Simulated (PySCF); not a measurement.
CH7GaO3, singlet at its PBE0/def2-SVP optimised geometry (Å):

```
12

Ga    -0.0644    -0.3475     0.0000
C     -1.1748     1.2642     0.0000
H     -1.2348     1.6948     1.0114
H     -2.1973     1.0328    -0.3333
H     -0.7554     2.0274    -0.6720
O     -0.6314    -1.9897     0.5510
H     -1.4458    -2.0274     1.0578
O      1.7569    -0.3475     0.0000
H      2.1973     0.4758     0.2234
O      0.1744    -1.3370    -1.8678
H     -0.1112    -2.1783    -1.4627
H      1.1449    -1.3264    -1.7651
```

Calculation: PBE0/def2-TZVP (PySCF). Cells within 0.4 Å of a nucleus heavier than hydrogen are left out (blank, or x).

Map of the log10 of the electron density (e/bohr³), floored at −4 on the plane z = 0.0 Å:

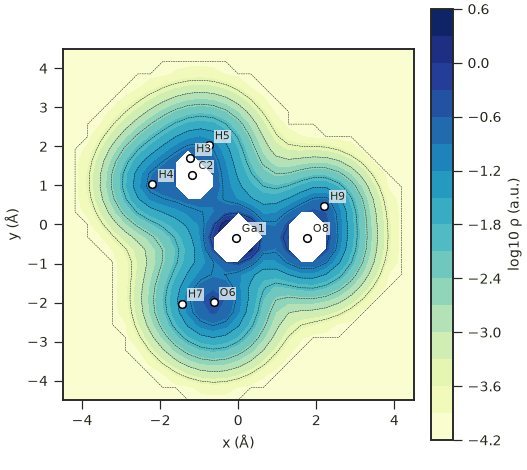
Fig. 1. Log10 of the electron density (e/bohr³), floored at −4 on the plane z = 0.0 Å.
